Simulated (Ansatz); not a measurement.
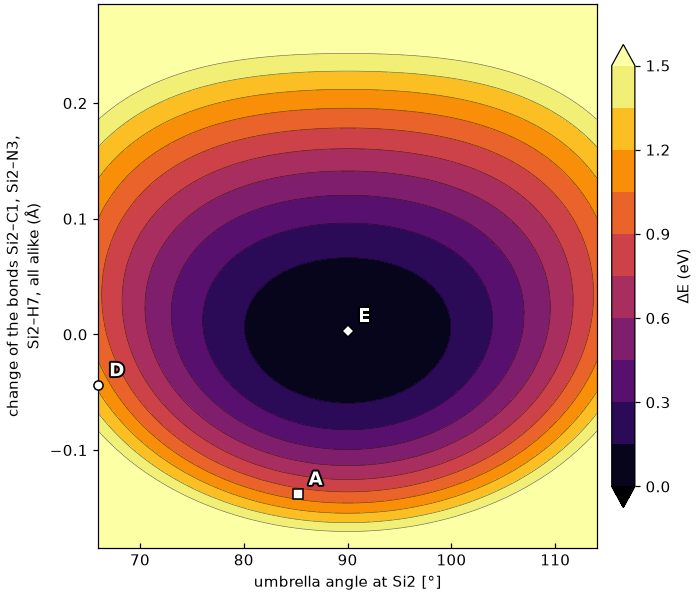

CH₄NSi, SMILES C[SiH]=[N-], charge −1. 
- The first coordinate is: umbrella angle at Si2 (between each of its bonds and their common axis; 90 is planar); the second: change of the bonds Si2–C1, Si2–N3, Si2–H7, all alike.
- Nothing is relaxed (all other coordinates rigid).
- The scan uses an 11 × 11 grid.
- Points are written as (first, second).
- Energies: eV, counted from the lowest grid point.
- Level of theory: RKS B3LYP-D4/def2-TZVPD in Ansatz 0.2.0.

Drawn: filled contours, one colour for all values above the top of the scale, lettered points. Between grid points the surface is interpolated.

> What kind of point is each of A, E: minimum, saddle, maximum or slope?

A: on a slope; E: minimum. (In these two coordinates alone; a stationary point may lie a little off the grid point.)

> Rank the lettered points by energy, lowest first.

E (0.00 eV), A (0.98 eV), D (1.16 eV).
